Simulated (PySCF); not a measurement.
**C5H11BO2Si: density, localisation and related maps**

```xyz
20

C     2.3368   -1.0655    0.5242
C     2.3750    0.3743    0.0174
Si    0.8878    1.4134    0.6049
C    -0.6962    0.5663    0.0613
C    -1.2806    0.7933   -1.1849
O    -2.3181    0.2402   -1.6353
B    -3.0732   -0.8289   -0.8221
O    -2.4198   -0.9804    0.5648
C    -1.3746   -0.3472    0.8684
H     2.3546   -1.0916    1.6114
H     1.4334   -1.5703    0.1870
H     3.1949   -1.6271    0.1590
H     2.4056    0.3639   -1.0744
H     3.3050    0.8411    0.3444
H     0.8739    1.5142    2.0691
H     0.9455    2.7486    0.0002
H    -0.8197    1.5255   -1.8529
H    -2.9593   -1.8681   -1.3914
H    -4.1860   -0.4457   -0.6620
H    -0.9900   -0.5452    1.8722
```

Geometry: GFN2-xTB.

These are results of PBE0/pcSseg-1, SCF density, gas phase, non-relativistic (PySCF 2.14.0), not measurements.

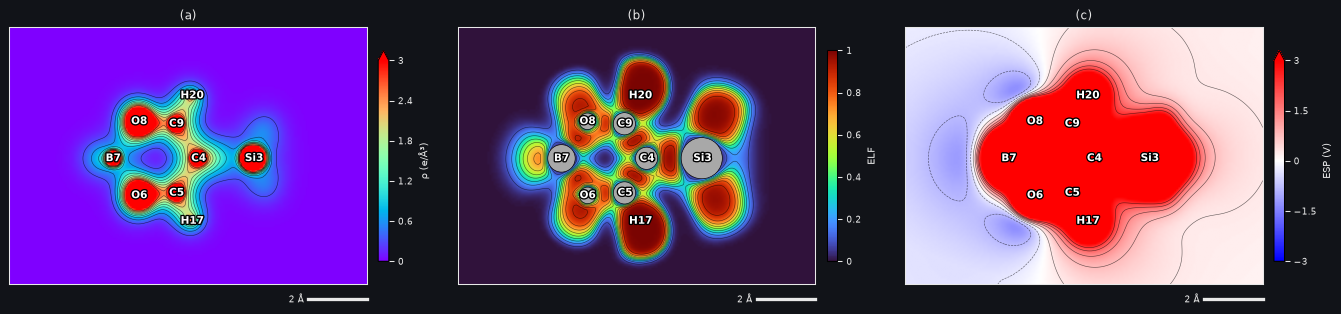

Figure 1. (a) electron density; (b) ELF; (c) molecular electrostatic potential on the plane of atoms Si3, C4 and C9. Grey discs cover the atomic cores in the ELF map.

Q: What does the map show?

A: The plane passes through Si, C, O, B and H nuclei. C–O (1.26 Å): the density is about 2.9 e/Å³ at the midpoint; the ELF peaks at about 0.85 between the atoms; a polar covalent bond. C–C (1.39 Å): ρ is about 2.1 e/Å³ halfway; the ELF peaks at about 0.95 between the atoms; localised, covalent bonding. B–O (1.54 Å): ρ at the midpoint is about 1.3 e/Å³; the ELF peaks at about 0.90 between the atoms: a shared but strongly polarised pair. C–Si (1.88 Å): the density is about 0.92 e/Å³ at the midpoint; the ELF peaks at about 0.95 between the atoms: a covalent bond. C–H (1.09 Å): ρ at the midpoint is about 2.1 e/Å³; the ELF climbs to about 1 towards the hydrogen, as it does in any bond to H: an ordinary covalent bond to hydrogen. The ELF also peaks beside O6 and O8, away from the bonds: lone-pair regions. Outside the dense part of the molecule the potential is most negative (−1.3 V) near O8.

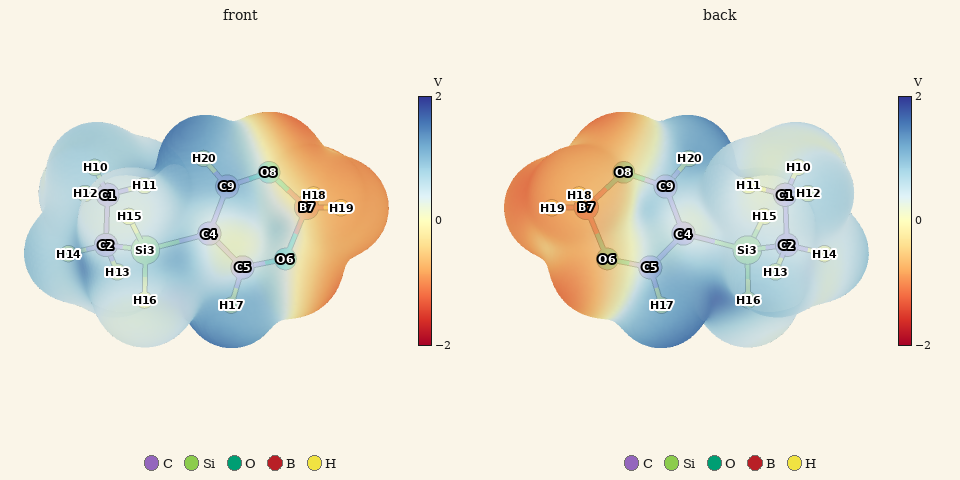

Figure 2. The electrostatic potential painted on the density surface at 0.002 e/bohr³, seen from the front and from behind; red is negative and blue positive.

Q: Describe the electrostatic potential map.

A: The most negative region (about −1.1 V, or −25 kcal/mol for a unit charge) lies over H18, the most positive (about +1.5 V, or +35 kcal/mol for a unit charge) over the C, H and Si atoms.

Q: How polar is the molecule by this calculation?

A: Its dipole moment is 4.41 D.
